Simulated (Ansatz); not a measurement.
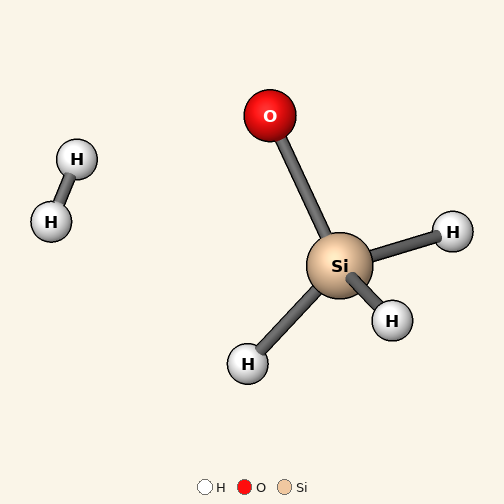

Charge 0, doublet. Sticks follow a distance rule. Harmonic vibrations computed with UKS PBE0-D4/def2-TZVP (Ansatz 0.2.0) at a stationary point of the same level.

Is this a minimum or a saddle point?

Answer. A minimum: no imaginary frequency, and the lowest mode lies at 41 cm⁻¹.

How many vibrational modes are there, and where do they lie?

Answer. 15 modes: 41, 44, 131, 151, 262, 547, 552, 843, 887, 899, 984, 2180, 2230, 2233, 4384 cm⁻¹.
